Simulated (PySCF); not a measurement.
Ethylene, SMILES C=C at its PBE0/def2-SVP optimised geometry (Å):

```
6

C     -0.3497    -0.5660     0.0000
C      0.3497     0.5660     0.0000
H      0.1403    -1.5446     0.0000
H     -1.4441    -0.5660     0.0000
H     -0.1403     1.5446     0.0000
H      1.4441     0.5660     0.0000
```

Calculation: PBE0/def2-TZVP (PySCF 2.14.0).

Map of the HOMO amplitude (bohr^(-3/2)) on the plane z = 1.5 Å; orbital energy -7.87 eV, overall sign arbitrary:

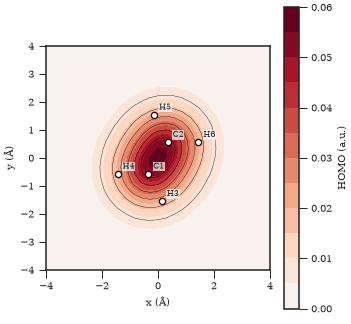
Fig. 1. HOMO amplitude (bohr^(-3/2)) on the plane z = 1.5 Å.
